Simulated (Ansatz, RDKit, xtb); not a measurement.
**C3H7BO: ranking a sample of isomers**

A sample of isomers of C3H7BO is drawn. Aim: find which of them has the lowest free energy at 298.15 K, then its properties. The sample is small against all isomers, and the most stable one of this formula need not be in it.

Plan: many cheap relaxations first (GFN2-xTB), then density-functional screening, relaxation at r2SCAN-D4/def2-SVP, vibrations and a final energy. The numbers are computed, not measured.

## 1. Possible bonding patterns

Isomers were taken from a list of plausible structures; this is a sample, not all of them. That gives 3 candidates.

```tsv
label	SMILES	spin
c266	B[C@@H]1O[C@@H]1C	singlet
c784	B[C@@H]1O[C@H]1C	singlet
c981	B[C@@]1(C)CO1	singlet
```

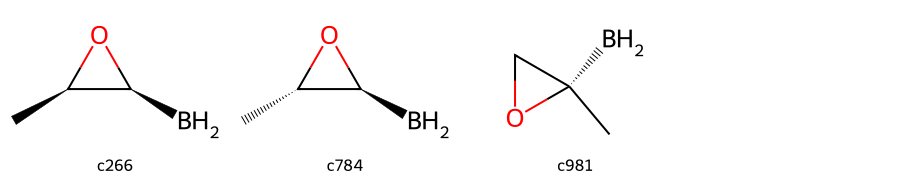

Structural formulas of the candidates.

Candidates are built by distance geometry, with a force field where one applies, in up to four conformers (letters a to d).

## 2. Cheap relaxation of all starts

All 3 starts are relaxed the same way. One of them, c784a (taken from a list of positional isomers, embedded by distance geometry and UFF), in full:

Contents of start.xyz:

```xyz
12
c784a
C      0.774016    -1.506491     1.241379
C      1.251350    -0.780729     0.048458
C      1.379449     0.778649     0.281458
B      1.048728    -3.095179     1.186486
O     -0.098854    -1.172906     0.203516
H      1.464088    -3.582194     0.227356
H      0.838039    -3.732468     2.171156
H      0.550312    -1.001197     2.195312
H      1.729019    -1.263358    -0.798116
H      2.398288     1.011389     0.568556
H      0.688813     1.157811     1.014860
H      1.207812     1.273606    -0.718231
```

Started as:

```bash
$ xtb start.xyz --gfn 2 --opt
```

Log, shortened:

```text
* xtb version 6.7.1
[...]
          :  # basis functions                  27          :
[...]
          :  # electrons                        28          :
[...]
          :  Hamiltonian                  GFN2-xTB          :
[...]
          :  net charge                          0          :
          :  unpaired electrons                  0          :
[...]
   *** convergence criteria satisfied after 12 iterations ***
[...]
   *** GEOMETRY OPTIMIZATION CONVERGED AFTER 17 ITERATIONS ***
[...]
   *** convergence criteria satisfied after 3 iterations ***
[...]
         ::                     SUMMARY                     ::
         :::::::::::::::::::::::::::::::::::::::::::::::::::::
         :: total energy             -15.250796194543 Eh    ::
         :: gradient norm              0.000940897759 Eh/a0 ::
         :: HOMO-LUMO gap              3.623432334075 eV    ::
         ::.................................................::
         :: SCC energy               -15.423261084892 Eh    ::
         :: -> isotropic ES            0.037520033860 Eh    ::
         :: -> anisotropic ES          0.004074589547 Eh    ::
         :: -> anisotropic XC          0.000632606115 Eh    ::
         :: -> dispersion             -0.005500245260 Eh    ::
         :: repulsion energy           0.172464890348 Eh    ::
         :: add. restraining           0.000000000000 Eh    ::
         :: total charge              -0.000000000000 e     ::
         :::::::::::::::::::::::::::::::::::::::::::::::::::::
[...]
        14        2.0000           -0.4040451             -10.9946 (HOMO)
        15                         -0.2708864              -7.3712 (LUMO)
[...]
     #   Z          covCN         q      C6AA      α(0)
     1   6 C        3.653     0.013    20.668     6.528
     2   6 C        3.731     0.128    18.588     6.154
     3   6 C        3.752    -0.118    22.821     6.813
     4   5 B        2.783     0.231    17.851     7.064
     5   8 O        1.701    -0.323    19.405     5.948
     6   1 H        0.940    -0.070     4.614     3.358
     7   1 H        0.940    -0.083     4.994     3.494
     8   1 H        0.924     0.031     2.575     2.509
     9   1 H        0.925     0.026     2.642     2.542
    10   1 H        0.925     0.047     2.362     2.403
    11   1 H        0.925     0.061     2.184     2.311
    12   1 H        0.925     0.057     2.229     2.335
[...]
     #   Z sym  total        # sym  WBO       # sym  WBO       # sym  WBO
 ---------------------------------------------------------------------------
     1   6 C    3.858 --     4 B    1.072     8 H    0.965     2 C    0.900
                             5 O    0.895
     2   6 C    3.925 --     3 C    1.012     5 O    0.978     9 H    0.963
                             1 C    0.900
     3   6 C    3.994 --     2 C    1.012    11 H    0.983    10 H    0.981
                            12 H    0.976
     4   5 B    3.168 --     1 C    1.072     6 H    0.984     7 H    0.982
     5   8 O    1.989 --     2 C    0.978     1 C    0.895
     6   1 H    0.995 --     4 B    0.984
     7   1 H    0.993 --     4 B    0.982
     8   1 H    0.999 --     1 C    0.965
     9   1 H    0.999 --     2 C    0.963
    10   1 H    0.998 --     3 C    0.981
[...]
molecular dipole:
                 x           y           z       tot (Debye)
 q only:        0.720       0.262       0.311
   full:        0.733       0.422       0.298       2.279
molecular quadrupole (traceless):
[...]
          | TOTAL ENERGY              -15.250796194543 Eh   |
          | GRADIENT NORM               0.000940897759 Eh/α |
          | HOMO-LUMO GAP               3.623432334075 eV   |
           -------------------------------------------------
[...]
```

Wall time 0.078 s (2 threads of Intel Xeon 6975P-C (Granite Rapids), shared host).

## 3. Distinct minima at GFN2-xTB

3 of the 3 relaxations converged. 3 distinct structures remain:

```tsv
label	start	SMILES after	spin	energy (kcal/mol)
c784a	drawn	B[C@@H]1O[C@H]1C	singlet	0.0
c266a	drawn	B[C@@H]1O[C@@H]1C	singlet	0.8
c981a	drawn	B[C@@]1(C)CO1	singlet	1.6
```

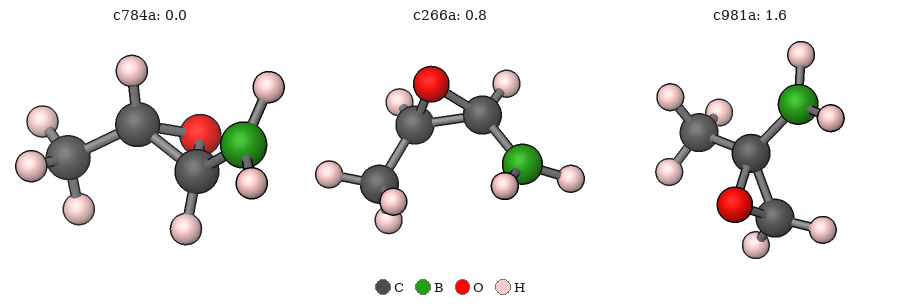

The 3 lowest minima that did not fall apart, with their GFN2-xTB energies in kcal/mol.

## 4. Screening with a density functional

A choice of the minima (the low ones first, few conformers of a pattern, up to a cap) and the lowest that fell apart get a single point at r2SCAN-D4/def2-SVP on the tight-binding geometry, and one at HF/STO-3G for comparison. The lowest singlets are also tried as triplets at the same geometry (label ending in t). The first, c784a:

Contents of input.yaml:

```yaml
crystal:
  periodic: [false, false, false]
  atoms:
    - {symbol: C, position_ang: [0.609248, -1.594468, 1.118664]}
    - {symbol: C, position_ang: [1.149711, -0.715126, 0.039516]}
    - {symbol: C, position_ang: [1.421202, 0.742165, 0.307219]}
    - {symbol: B, position_ang: [1.068682, -3.066823, 1.216013]}
    - {symbol: O, position_ang: [-0.153919, -1.158549, -0.003990]}
    - {symbol: H, position_ang: [1.062264, -3.740064, 0.263600]}
    - {symbol: H, position_ang: [1.445515, -3.472612, 2.244112]}
    - {symbol: H, position_ang: [0.345388, -1.044822, 2.023036]}
    - {symbol: H, position_ang: [1.814503, -1.174139, -0.691782]}
    - {symbol: H, position_ang: [2.410433, 0.861522, 0.744961]}
    - {symbol: H, position_ang: [0.675305, 1.148028, 0.986611]}
    - {symbol: H, position_ang: [1.382728, 1.301820, -0.625770]}
basis:
  gaussian:
    orbitals: def2-SVP
hamiltonian:
  xc: {name: r2SCAN}
  dispersion: d4
output: {orbitals: {seedname: orbitals}}
scf:
  lower_state_search: "off"
```

Started as:

```bash
$ ansatz run input.yaml --threads 2 --pin off --max-ram 5220MiB --events-out events.jsonl --progress --plain --runs-dir runs
```

Log, shortened:

```text
Warning: RAYON_NUM_THREADS=2 ignored (pool sized by the plan → 2); use --threads N
Functional definition: r2SCAN
  name "r2SCAN"
[...]
1177 factors; their error is unknown
[...]
mean field -5938.54541427 eV, -218.2375186838 hartree, gradient 5.2e-6 eV, S^2 0.000000; 0 other end points of the search recorded, 0 dependent functions left out
reference -5938.54542449 eV, -218.2375190595 hartree; 19, 19 occupied and 86, 86 virtual orbitals, 1177 factors
Total energy: -5938.59601516 eV, -218.2393782321 hartree
Checks for a lower state left out: stability, starts, cluster_reference, orbital_swaps, neighbouring_geometries, increment
```

It took 1.3 s on 2 threads of Intel Xeon 6975P-C (Granite Rapids), shared host.

Relative energies in kcal/mol, each column from its lowest structure that stays in one piece:

```tsv
label	SMILES	spin	GFN2-xTB	HF/STO-3G	r2SCAN-D4/def2-SVP
c784a	B[C@@H]1O[C@H]1C	singlet	0.0	0.0	0.0
c266a	B[C@@H]1O[C@@H]1C	singlet	0.8	1.1	1.5
c981a	B[C@@]1(C)CO1	singlet	1.6	1.8	2.2
c981at	B[C@@]1(C)CO1	triplet	–	–	95.9
c784at	B[C@@H]1O[C@H]1C	triplet	–	–	96.0
```

## 5. Relaxing the best candidates

3 candidates are relaxed at r2SCAN-D4/def2-SVP (chosen among the lowest in one piece). The first, c784a:

Edit input.yaml of step 4 so:

```diff
@@ -16,9 +16,5 @@
 basis:
-  gaussian:
-    orbitals: def2-SVP
-hamiltonian:
-  xc: {name: r2SCAN}
-  dispersion: d4
-output: {orbitals: {seedname: orbitals}}
-scf:
-  lower_state_search: "off"
+  gaussian: {orbitals: def2-SVP}
+hamiltonian: {xc: r2scan, dispersion: d4}
+scf: {lower_state_search: off}
+relax: {f_tol: 0.003}
```

Started as:

```bash
$ ansatz run input.yaml --threads 2 --pin off --max-ram 5220MiB --events-out events.jsonl --progress --plain --runs-dir runs
```

Log, shortened:

```text
Warning: RAYON_NUM_THREADS=2 ignored (pool sized by the plan → 2); use --threads N
[...]
Functional definition: r2SCAN
  name "r2SCAN"
[...]
1177 factors; their error is unknown
[...]
mean field -5938.54541337 eV, -218.2375186506 hartree, gradient 5.7e-6 eV, S^2 0.000000; 0 other end points of the search recorded, 0 dependent functions left out
[...]
reference -5938.54542359 eV, -218.2375190262 hartree; 19, 19 occupied and 86, 86 virtual orbitals, 1177 factors
relax step   1: F+E_penalty+E_count = -5938.59600403 eV  Δ(F+E_penalty+E_count) = +0.000e0 eV  max|allowed force component| = 1.136e0 eV/Å  Δτ_max = 0.0000 Å  (17 SCF iters, accepted)
[...]
relax step   3: F+E_penalty+E_count = -5938.68113938 eV  Δ(F+E_penalty+E_count) = -1.076e-2 eV  max|allowed force component| = 2.485e-1 eV/Å  Δτ_max = 0.0385 Å  (21 SCF iters, accepted)
[...]
Atom 3 at     1.061811    -3.028813     1.204704 Å, force    -0.000245    -0.000092    -0.000211 eV/Å
Atom 4 at    -0.171273    -1.143679    -0.042803 Å, force     0.000746     0.000133     0.000933 eV/Å
Atom 5 at     1.048025    -3.708632     0.207466 Å, force     0.000017     0.000001     0.000124 eV/Å
Atom 6 at     1.559440    -3.446980     2.223628 Å, force     0.000115     0.000223    -0.000209 eV/Å
Atom 7 at     0.255667    -1.020130     2.044426 Å, force    -0.000372     0.001154    -0.000341 eV/Å
Atom 8 at     1.844269    -1.235975    -0.638836 Å, force    -0.000555     0.000032    -0.000014 eV/Å
Atom 9 at     2.444396     0.866490     0.722587 Å, force     0.000043    -0.000157    -0.000051 eV/Å
Atom 10 at     0.696234     1.139496     1.011525 Å, force    -0.000312    -0.001602     0.000247 eV/Å
Atom 11 at     1.368480     1.275214    -0.636223 Å, force     0.000112    -0.000033    -0.000030 eV/Å
Dipole moment:     0.306037     0.271114     0.119376 e Å
Checks for a lower state left out: stability, starts, cluster_reference, orbital_swaps, neighbouring_geometries, increment
```

It took 14 s on 2 threads of Intel Xeon 6975P-C (Granite Rapids), shared host.

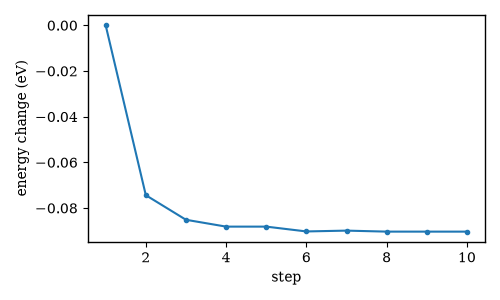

Energy along the run, all evaluated steps.

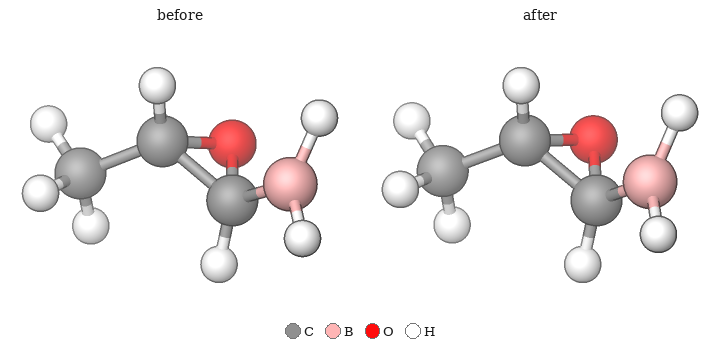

Before and after, at one scale.

After the run. Bond lengths: C1–C2 1.507 Å, C2–C3 1.502 Å, C1–B4 1.535 Å, C1–O5 1.450 Å, C2–O5 1.395 Å, B4–H6 1.207 Å, B4–H7 1.209 Å, C1–H8 1.100 Å, C2–H9 1.103 Å, C3–H10 1.101 Å, C3–H11 1.100 Å, C3–H12 1.102 Å. Some angles: C1–C2–C3 120.5°, C1–C2–O5 59.8°, C3–C2–O5 117.9°, C2–C1–B4 114.4°, C2–C1–O5 56.3°, B4–C1–O5 119.2°, C1–O5–C2 64.0°, C1–C2–H9 117.5°, C3–C2–H9 115.3°, O5–C2–H9 114.2°.

## 6. After refinement

```tsv
label	spin	r2SCAN-D4/def2-SVP (kcal/mol)	r2SCAN-D4/def2-SVP, relaxed (kcal/mol)	time
c784a	singlet	0.0	0.0	14 s
c266a	singlet	1.5	1.5	12 s
c981a	singlet	2.2	1.8	18 s
```

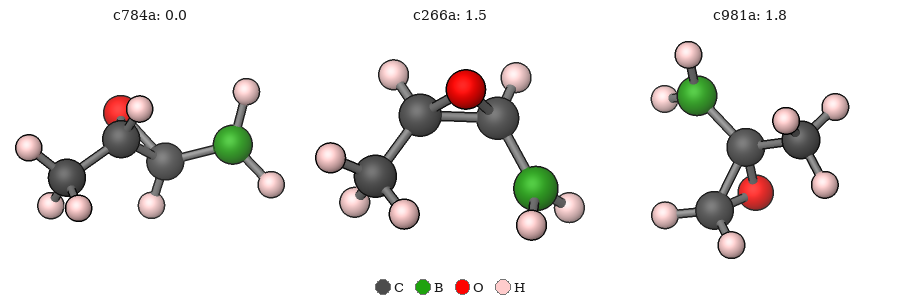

The relaxed structures, with energies at r2SCAN-D4/def2-SVP in kcal/mol.

(Part 1 of 2 ends here.)
